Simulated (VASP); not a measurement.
# RbTe2: structure and properties in VASP, part 2 of 3

Wanted: the relaxed cell of RbTe2 and its properties. The cell is invented: it takes the structure of a Materials Project entry for CuTe2 (space group 164 there), with some of its atoms replaced by other elements, volume scaled by an estimate. It may not be a known or stable phase.

VASP 6.6.1; MS2; plane waves and PAW (Te, Rb_sv); invented cell.

Still holding for the runs below: This run has no spin polarisation. Its electron count is odd, so without a moment it is a metal by construction. The k-mesh is coarse for a metal.

So far. Step 2 (Rough relaxation of the start cell): It ends with a largest force of 0.004 eV/Å and a pressure of 0.01 GPa.

### Step 3. Full relaxation (MS2)

Properties are meant for the cell that this level of theory prefers, so cell and atoms are relaxed first (ISIF = 3) until forces and stress are small; EDIFFG sets the threshold.

Contents of INCAR:

```
SYSTEM = RbTe2
PREC = Accurate
ENCUT = 400
EDIFF = 1E-06
NELM = 100
ISMEAR = 0
SIGMA = 0.05
LREAL = .FALSE.
ALGO = Normal
METAGGA = MS2
LASPH = .TRUE.
NBANDS = 16
LORBIT = 11
LWAVE = .FALSE.
LCHARG = .FALSE.
IBRION = 2
NSW = 60
ISIF = 3
EDIFFG = -0.01
```

Contents of POSCAR:

```
RbTe2
1.0
    5.9943502400      0.0000000000      0.0000000000
   -2.9971751200      5.1912595900      0.0000000000
    0.0000000000      0.0000000000      3.1397901000
Te Rb
2 1
Direct
    0.3333333330      0.6666666670      0.5000000000
    0.6666666670      0.3333333330      0.5000000000
    0.0000000000      0.0000000000      0.0000000000
```

Contents of KPOINTS:

```
Automatic mesh
0
Gamma
5 5 7
0 0 0
```

PAW data sets: Te and Rb_sv (PBE family, release 64).

The cell reached was symmetrised within 0.01 Å before this step, which raises the operations from 12 to 24, which the run then keeps.

Started as:

```sh
> mpirun -np 1 vasp_std
```

Output:

```text
[banner, memory and clock lines left out]
running    1 mpi-ranks, on    1 nodes
 distrk:  each k-point on    1 cores,    1 groups
 distr:  one band on    1 cores,    1 groups

 POSCAR found type information on POSCAR TeRb
 POSCAR found :  2 types and       3 ions
 [... a notice as in an earlier step ...]

 LDA part: xc-table for (None), standard interpolation
 POSCAR, INCAR and KPOINTS ok, starting setup
 FFT: planning ... GRIDC
 FFT: planning ... GRID_SOFT
 FFT: planning ... GRID
 WAVECAR not read
 entering main loop
       N       E                     dE             d eps       ncg     rms          rms(c)
DAV:   1     0.671133132095E+02    0.67113E+02   -0.67667E+03   640   0.828E+02
DAV:   2    -0.133004981252E+02   -0.80414E+02   -0.79075E+02   864   0.154E+02
DAV:   3    -0.178546759865E+02   -0.45542E+01   -0.45081E+01   960   0.381E+01
DAV:   4    -0.179225857883E+02   -0.67910E-01   -0.67886E-01   776   0.530E+00
DAV:   5    -0.179237379091E+02   -0.11521E-02   -0.11521E-02   896   0.612E-01    0.131E+01
DAV:   6     0.116333887002E+00    0.18040E+02   -0.40969E+01   808   0.245E+01    0.615E+00
DAV:   7    -0.119341336009E+01   -0.13097E+01   -0.56026E+00   792   0.109E+01    0.464E+00
DAV:   8    -0.546897397482E+00    0.64652E+00   -0.49328E-01   992   0.465E+00    0.185E+00
DAV:   9    -0.504870880201E+00    0.42027E-01   -0.18350E-01   912   0.248E+00    0.108E+00
DAV:  10    -0.509734983877E+00   -0.48641E-02   -0.17064E-02  1016   0.872E-01    0.569E-01
DAV:  11    -0.508281265482E+00    0.14537E-02   -0.51121E-03   960   0.547E-01    0.840E-02
DAV:  12    -0.508499563319E+00   -0.21830E-03   -0.52476E-04   992   0.141E-01    0.876E-02
DAV:  13    -0.508449016868E+00    0.50546E-04   -0.59381E-05  1040   0.573E-02    0.170E-02
DAV:  14    -0.508450217622E+00   -0.12008E-05   -0.41737E-06  1032   0.122E-02    0.729E-03
DAV:  15    -0.508450194994E+00    0.22628E-07   -0.10884E-06   808   0.764E-03
   1 F= -.50845019E+00 E0= -.50713356E+00  d E =-.508450E+00
 curvature:   0.00 expect dE= 0.000E+00 dE for cont linesearch  0.000E+00
 trial: gam= 0.00000 g(F)=  0.211E-45 g(S)=  0.160E+00 ort = 0.000E+00 (trialstep = 0.100E+01)
 search vector abs. value=  0.160E+00
 bond charge predicted
       N       E                     dE             d eps       ncg     rms          rms(c)
DAV:   1    -0.836922328799E+00   -0.32847E+00   -0.12715E+01   696   0.204E+01    0.251E+00
DAV:   2    -0.678668494218E+00    0.15825E+00   -0.35927E-01   848   0.387E+00    0.129E+00
DAV:   3    -0.614592743706E+00    0.64076E-01   -0.14128E-01   728   0.209E+00    0.448E-01
DAV:   4    -0.614021280587E+00    0.57146E-03   -0.21968E-02  1000   0.863E-01    0.225E-01
DAV:   5    -0.614209193773E+00   -0.18791E-03   -0.90808E-04   832   0.230E-01    0.566E-02
DAV:   6    -0.614221341721E+00   -0.12148E-04   -0.33923E-05   872   0.427E-02    0.276E-02
DAV:   7    -0.614231920860E+00   -0.10579E-04   -0.11841E-05   776   0.261E-02    0.358E-03
DAV:   8    -0.614231580059E+00    0.34080E-06   -0.25288E-07   648   0.382E-03
   2 F= -.61423158E+00 E0= -.61245892E+00  d E =-.105781E+00
[...]
3 F= -.61784105E+00 E0= -.61660365E+00  d E =-.109391E+00
[...]
4 F= -.62160643E+00 E0= -.62019125E+00  d E =-.376538E-02
[...]
5 F= -.62170007E+00 E0= -.62030875E+00  d E =-.385902E-02
[...]
6 F= -.62170000E+00 E0= -.62030549E+00  d E =-.385895E-02
 curvature:  -0.50 expect dE=-0.293E-04 dE for cont linesearch -0.618E-06
 ZBRENT: accuracy reached
 trial: gam= 0.03955 g(F)=  0.112E-45 g(S)=  0.590E-04 ort =-0.107E-03 (trialstep = 0.102E+01)
 search vector abs. value=  0.650E-04
 bond charge predicted
       N       E                     dE             d eps       ncg     rms          rms(c)
DAV:   1    -0.621816922286E+00   -0.11648E-03   -0.55516E-03   656   0.425E-01    0.498E-02
DAV:   2    -0.621750535378E+00    0.66387E-04   -0.16329E-04   824   0.843E-02    0.269E-02
DAV:   3    -0.621721451172E+00    0.29084E-04   -0.91876E-05   864   0.520E-02    0.724E-03
DAV:   4    -0.621721106598E+00    0.34457E-06   -0.56408E-06   936   0.131E-02
   7 F= -.62172111E+00 E0= -.62037308E+00  d E =-.211068E-04
 trial-energy change:   -0.000021  1 .order   -0.000020   -0.000056    0.000016
 step:   0.7932(harm=  0.7932)  dis= 0.00000  next Energy=    -0.621722 (dE=-0.217E-04)
 reached required accuracy - stopping structural energy minimisation
```

The job ended after 9 min (1 MPI rank of AMD EPYC 7R43, shared host; peak memory 0.16 GiB).

OUTCAR, selected parts (step 3):

```text
  LATTYP: Found a hexagonal cell.
 ALAT       =     5.9943502400
 C/A-ratio  =     0.5237915661

 Subroutine GETGRP returns: Found 24 space group operations
 (whereof 24 operations were pure point group operations)

The static configuration has the point symmetry D_6h.

 Found     20 irreducible k-points:

   k-points           NKPTS =     20   k-points in BZ     NKDIM =     20   number of bands    NBANDS=     16

   dimension x,y,z NGX =    40 NGY =   40 NGZ =   20
   dimension x,y,z NGXF=    80 NGYF=   80 NGZF=   40

   ENCUT  =  400.0 eV  29.40 Ry    5.42 a.u.   9.78  9.78  5.12*2*pi/ulx,y,z

   NELECT =      21.0000    total number of electrons

 E-fermi :   4.3978

 k-point     1 :       0.0000    0.0000    0.0000
  band No.  band energies     occupation
    ...
      6      -6.6863      2.00000
      7       0.4119      2.00000
      8       0.4119      2.00000
      9       2.9128      2.00000
     10       2.9128      2.00000
     11       7.1871      0.00000
     12       8.1568      0.00000
     13       9.1789      0.00000
     14       9.4039      0.00000
     15      11.5640      0.00000
    ...

 k-point     2 :       0.2000   -0.0000    0.0000
  band No.  band energies     occupation
    ...
      6      -6.7180      2.00000
      7       0.4001      2.00000
      8       0.6679      2.00000
      9       2.5890      2.00000
     10       3.0590      2.00000
     11       7.8011      0.00000
     12       8.2184      0.00000
     13       9.0769      0.00000
     14       9.4365      0.00000
     15      10.2154      0.00000
    ...

  Total       -0.0156422     -0.0156422     -0.0053601      0.0000000      0.0000000      0.0000000
  in kB       -0.2457070     -0.2457070     -0.0841965      0.0000000      0.0000000      0.0000000
  external PRESSURE =      -0.1918702 kB  Pullay stress =       0.0000000 kB

  energy-cutoff  :      400.00
  volume of cell :      102.00
      direct lattice vectors                 reciprocal lattice vectors
     6.233549548  0.000000000  0.000000000     0.160422243  0.092619825 -0.000000000
    -3.116774774  5.398412268 -0.000000000     0.000000000  0.185239650 -0.000000000
     0.000000000  0.000000000  3.031025980     0.000000000  0.000000000  0.329921290

 POSITION                                       TOTAL-FORCE (eV/Angst)
 -----------------------------------------------------------------------------------
     -0.00000      3.59894      1.51551         0.000000     -0.000000      0.000000
      3.11677      1.79947      1.51551        -0.000000      0.000000     -0.000000
     -3.11677      5.39841      3.03103        -0.000000     -0.000000     -0.000000
 -----------------------------------------------------------------------------------
    total drift:                                0.000000      0.000000      0.000000

  FREE ENERGIE OF THE ION-ELECTRON SYSTEM (eV)
  ---------------------------------------------------
  free  energy   TOTEN  =        -0.6217211066 eV

  energy  without entropy=       -0.6190250496  energy(sigma->0) =       -0.62037308

 total charge
# of ion       s       p       d       tot
------------------------------------------
    1        1.426   1.885   0.029   3.340
    2        1.426   1.885   0.029   3.340
    3        1.958   5.423   0.039   7.420
--------------------------------------------------
tot          4.809   9.193   0.098  14.100

[... 1 part as in an earlier step ...]

[... 7 further parts left out ...]
```

CONTCAR:

```
RbTe2
   1.00000000000000
     6.2335495478357243    0.0000000000000000    0.0000000000000000
    -3.1167747739178622    5.3984122675134918   -0.0000000000000000
     0.0000000000000000    0.0000000000000000    3.0310259800374784
  Te              Rb
     2     1
Direct
     0.3333333329999988    0.6666666670000012    0.5000000000000000
     0.6666666670000012    0.3333333329999988    0.5000000000000000
     0.0000000000000000    1.0000000000000000    1.0000000000000000
```

The run keeps the 24 symmetry operations of its start, so it cannot find a distortion of lower symmetry.

Step by step:

```tsv
step	energy less that of the first step (eV)	largest force (eV/Å)	pressure (GPa)	volume (Å³)
1	0.0000	0.0000	0.70	97.70
2	-0.1058	0.0000	0.59	99.61
3	-0.1094	0.0000	0.66	99.98
4	-0.1132	0.0000	-0.10	102.20
5	-0.1133	0.0000	0.00	101.90
6	-0.1133	0.0000	-0.01	101.94
7	-0.1133	0.0000	-0.02	102.00
```

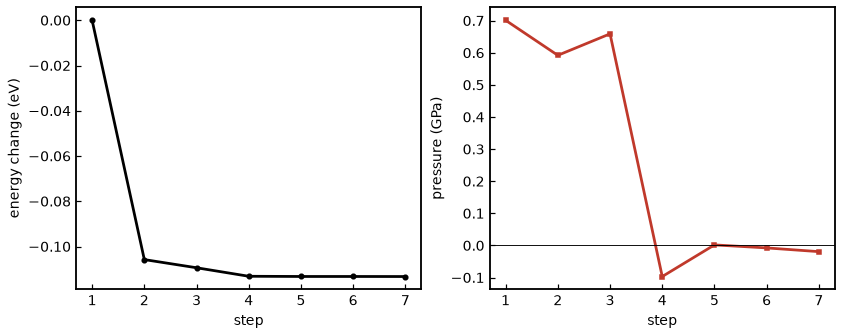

Energy and pressure along the relaxation.

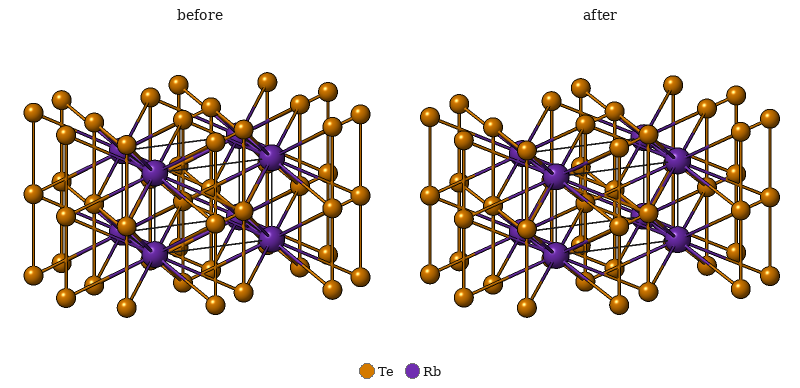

Before and after, at one scale.

```tsv
conventional cell, symmetrised	before	after	change
a (Å)	5.994	6.234	+4.0 %
b (Å)	5.994	6.234	+4.0 %
c (Å)	3.140	3.031	-3.5 %
volume (Å³/atom)	32.57	34.00	+4.4 %
```

The relaxed structure:

```xyz
3
Lattice="6.2335 0.0000 0.0000 -3.1168 5.3984 0.0000 0.0000 0.0000 3.0310" Properties=species:S:1:pos:R:3 pbc="T T T"
Te    0.0000    3.5989    1.5155
Te    3.1168    1.7995    1.5155
Rb    0.0000    0.0000    0.0000
```

This step gave:

```yaml
irreducible_k_points: 20
symmetry_operations: 24
free_energy_toten: -0.6217 eV
energy_at_zero_smearing: -0.6204 eV
fermi_energy: 4.398 eV
pressure: -0.01919 GPa
scf_cycles_over_all_ionic_steps: 54
```

It ends with forces that vanish by symmetry and a pressure of -0.02 GPa.

### Step 4. Second relaxation

The basis stayed that of the start cell while the cell moved. A rerun from the cell reached resets it; the error of the finite cutoff stays. The mesh changes with the cell too.

INCAR is that of step 3.

Contents of POSCAR:

```
RbTe2
1.0
    6.2335495478      0.0000000000      0.0000000000
   -3.1167747739      5.3984122675      0.0000000000
    0.0000000000      0.0000000000      3.0310259800
Te Rb
2 1
Direct
    0.3333333330      0.6666666670      0.5000000000
    0.6666666670      0.3333333330      0.5000000000
    0.0000000000      0.0000000000      0.0000000000
```

Contents of KPOINTS:

```
Automatic mesh
0
Gamma
4 4 7
0 0 0
```

Started as:

```sh
> mpirun -np 1 vasp_std
```

Output:

```text
[... set-up lines as in an earlier step ...]
 entering main loop
       N       E                     dE             d eps       ncg     rms          rms(c)
DAV:   1     0.673189798597E+02    0.67319E+02   -0.68330E+03   512   0.832E+02
DAV:   2    -0.124983877430E+02   -0.79817E+02   -0.77867E+02   704   0.156E+02
DAV:   3    -0.169360028921E+02   -0.44376E+01   -0.43884E+01   752   0.372E+01
DAV:   4    -0.169960618356E+02   -0.60059E-01   -0.59374E-01   640   0.496E+00
DAV:   5    -0.169972136735E+02   -0.11518E-02   -0.11498E-02   672   0.575E-01    0.130E+01
DAV:   6    -0.862888838674E-01    0.16911E+02   -0.40622E+01   664   0.245E+01    0.618E+00
DAV:   7    -0.136896133873E+01   -0.12827E+01   -0.56269E+00   624   0.105E+01    0.471E+00
DAV:   8    -0.662885001008E+00    0.70608E+00   -0.54673E-01   768   0.470E+00    0.186E+00
DAV:   9    -0.621954038047E+00    0.40931E-01   -0.17531E-01   776   0.243E+00    0.114E+00
DAV:  10    -0.626455135475E+00   -0.45011E-02   -0.22275E-02   824   0.989E-01    0.586E-01
DAV:  11    -0.624954490396E+00    0.15006E-02   -0.77667E-03   800   0.668E-01    0.118E-01
DAV:  12    -0.625121458293E+00   -0.16697E-03   -0.37799E-04   816   0.142E-01    0.834E-02
DAV:  13    -0.625076861709E+00    0.44597E-04   -0.60250E-05   832   0.526E-02    0.197E-02
DAV:  14    -0.625078311195E+00   -0.14495E-05   -0.10339E-05   832   0.203E-02    0.602E-03
DAV:  15    -0.625079405198E+00   -0.10940E-05   -0.15700E-06   560   0.935E-03    0.278E-03
DAV:  16    -0.625079872988E+00   -0.46779E-06   -0.43036E-07   464   0.436E-03
   1 F= -.62507987E+00 E0= -.62321423E+00  d E =-.625080E+00
 curvature:   0.00 expect dE= 0.000E+00 dE for cont linesearch  0.000E+00
 trial: gam= 0.00000 g(F)=  0.606E-46 g(S)=  0.130E-04 ort = 0.000E+00 (trialstep = 0.100E+01)
 search vector abs. value=  0.130E-04
 reached required accuracy - stopping structural energy minimisation
```

It took 2 min on 1 MPI rank; peak memory 0.15 GiB.

From OUTCAR (step 4):

```text
  LATTYP: Found a hexagonal cell.
 ALAT       =     6.2335495478
 C/A-ratio  =     0.4862439862

The static configuration has the point symmetry D_6h.

 Found     16 irreducible k-points:

   k-points           NKPTS =     16   k-points in BZ     NKDIM =     16   number of bands    NBANDS=     16

   dimension x,y,z NGX =    42 NGY =   42 NGZ =   20
   dimension x,y,z NGXF=    84 NGYF=   84 NGZF=   40

   ENCUT  =  400.0 eV  29.40 Ry    5.42 a.u.  10.17 10.17  4.94*2*pi/ulx,y,z

   NELECT =      21.0000    total number of electrons

 E-fermi :   4.2150

 k-point     1 :       0.0000    0.0000    0.0000
  band No.  band energies     occupation
    ...
      6      -6.6853      2.00000
      7       0.4125      2.00000
      8       0.4125      2.00000
      9       2.9129      2.00000
     10       2.9129      2.00000
     11       7.1869      0.00000
     12       8.1582      0.00000
     13       9.1803      0.00000
     14       9.4015      0.00000
     15      11.5638      0.00000
    ...

 k-point     2 :       0.2500   -0.0000    0.0000
  band No.  band energies     occupation
    ...
      6      -6.7214      2.00000
      7       0.3956      2.00000
      8       0.7482      2.00000
      9       2.5282      2.00000
     10       3.1274      2.00000
     11       8.0011      0.00000
     12       8.2532      0.00000
     13       9.0264      0.00000
     14       9.2920      0.00000
     15       9.9739      0.00000
    ...

  Total        0.0113601      0.0113601     -0.0234035      0.0000000     -0.0000000      0.0000000
  in kB        0.1784435      0.1784435     -0.3676210      0.0000000     -0.0000000      0.0000000
  external PRESSURE =      -0.0035780 kB  Pullay stress =       0.0000000 kB

  energy-cutoff  :      400.00
  volume of cell :      102.00
      direct lattice vectors                 reciprocal lattice vectors
     6.233549548  0.000000000  0.000000000     0.160422243  0.092619825  0.000000000
    -3.116774774  5.398412268  0.000000000     0.000000000  0.185239650  0.000000000
     0.000000000  0.000000000  3.031025980     0.000000000  0.000000000  0.329921290

 POSITION                                       TOTAL-FORCE (eV/Angst)
 -----------------------------------------------------------------------------------
     -0.00000      3.59894      1.51551        -0.000000      0.000000     -0.000000
      3.11677      1.79947      1.51551         0.000000      0.000000      0.000000
      0.00000      0.00000      0.00000        -0.000000      0.000000      0.000000
 -----------------------------------------------------------------------------------
    total drift:                                0.000000     -0.000000     -0.000000

  FREE ENERGIE OF THE ION-ELECTRON SYSTEM (eV)
  ---------------------------------------------------
  free  energy   TOTEN  =        -0.6250798730 eV

  energy  without entropy=       -0.6213485809  energy(sigma->0) =       -0.62321423

 total charge
# of ion       s       p       d       tot
------------------------------------------
    1        1.425   1.885   0.030   3.340
    2        1.425   1.885   0.030   3.340
    3        1.958   5.424   0.038   7.419
--------------------------------------------------
tot          4.808   9.194   0.097  14.099

[... 2 parts as in an earlier step ...]

[... 7 further parts left out ...]
```

CONTCAR:

```
RbTe2
   1.00000000000000
     6.2335495478000000    0.0000000000000000    0.0000000000000000
    -3.1167747739000000    5.3984122675000004    0.0000000000000000
     0.0000000000000000    0.0000000000000000    3.0310259799999999
  Te              Rb
     2     1
Direct
     0.3333333329999988    0.6666666670000012    0.5000000000000000
     0.6666666670000012    0.3333333329999988    0.5000000000000000
     0.0000000000000000    0.0000000000000000    0.0000000000000000
```

Little changed from the start: no atom moved by 0.005 Å and no cell edge by 0.1 %.

This step gave:

- irreducible k-points: 16
- free energy (TOTEN): -0.6251 eV
- energy at zero smearing: -0.6232 eV
- Fermi energy: 4.215 eV
- pressure: -3.58e-4 GPa
- SCF cycles over all ionic steps: 16

It ends with forces that vanish by symmetry and a pressure of 0.00 GPa. The volume moved by under 0.01 %: the run met its threshold at the first step.

### Step 5. Single point with fields (MS2)

A single point on the relaxed cell gives a clean self-consistent state, with density, ELF and potential written out.

Changes to INCAR since step 4:

```diff
@@ -14,6 +14,5 @@
 LWAVE = .FALSE.
-LCHARG = .FALSE.
-IBRION = 2
-NSW = 60
-ISIF = 3
-EDIFFG = -0.01
+LCHARG = .TRUE.
+ISIF = 2
+LELF = .TRUE.
+LVHAR = .TRUE.
```

POSCAR is that of step 4.

KPOINTS is that of step 4.

Started as:

```sh
> mpirun -np 1 vasp_std
```

Output:

```text
[... set-up lines as in an earlier step ...]
 entering main loop
       N       E                     dE             d eps       ncg     rms          rms(c)
[... 16 cycles as in an earlier step ...]
   1 F= -.62507987E+00 E0= -.62321423E+00  d E =-.373129E-02
```

It took 2 min on 1 MPI rank; peak memory 0.15 GiB.

Parts of OUTCAR (step 5):

```text
   NELECT =      21.0000    total number of electrons

 E-fermi :   4.2150

[... 20 parts as in an earlier step ...]

[... 2 further parts left out ...]
```

This step gave:

| Item | Value |
| --- | --- |
| SCF cycles | 16 |

Valence electrons inside each PAW sphere by angular momentum. Sphere charges, by row:

```tsv
atom	s (e)	p (e)	d (e)	tot (e)
Te1	1.425	1.885	0.03	3.34
Te2	1.425	1.885	0.03	3.34
Rb3	1.958	5.424	0.038	7.419
```

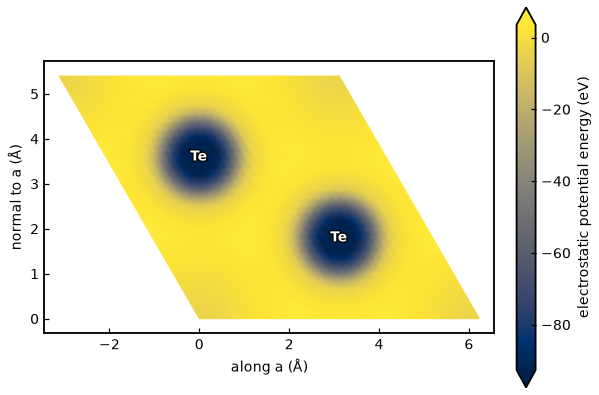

Electrostatic potential energy in the ab plane at fractional z = 0.500, with atoms of Te within 0.2 Å of it. With pseudopotentials it is smooth inside the atoms' cores, unlike the true potential.

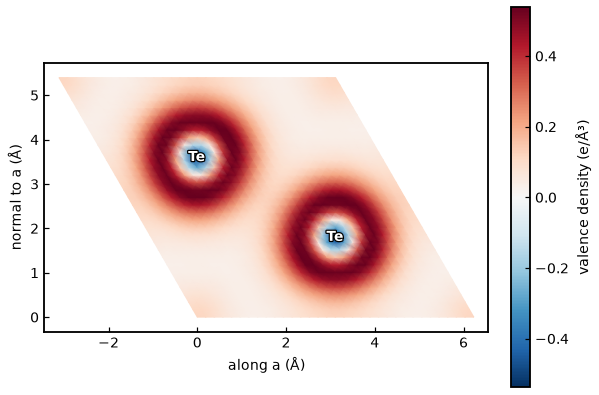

Valence density in the ab plane at fractional z = 0.500, with atoms of Te within 0.2 Å of it. It is the smooth field of the valence electrons, not physical close to the nuclei.

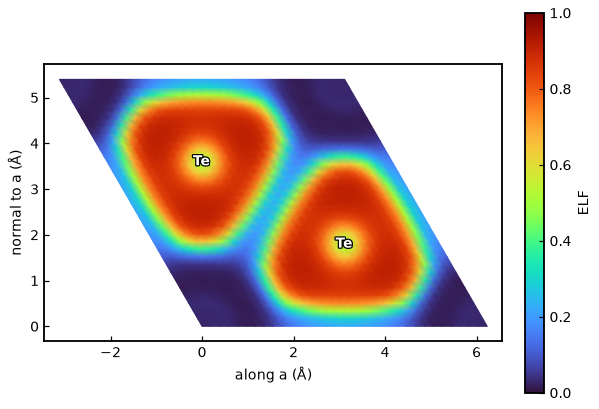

ELF in the ab plane at fractional z = 0.500, with atoms of Te within 0.2 Å of it. It is the smooth field of the valence electrons, not physical close to the nuclei.

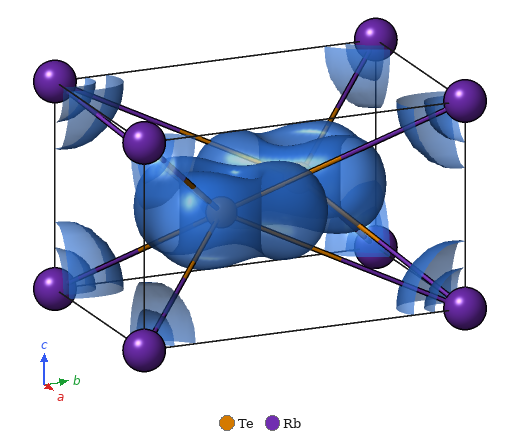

Surface of ELF = 0.83.

In this run the pressure is 0.00 GPa, small enough to go on.

[end of part 2 of 3]

[Lines on the potential files, build, host, timing and source positions are cut from VASP's logs without a mark.]

[Logs are printed without paths, hosts, clocks, repeated set-up lines and the standing remarks that a program may print on its own settings, such as how far it seeks lower states.]

[Hosts, paths, dates, database ids (printed as entryN), source tags and the programs' standing remarks are cut or masked in the printed files.]

[A measured line is paired with the nearest computed mode of its activity, which favours agreement.]
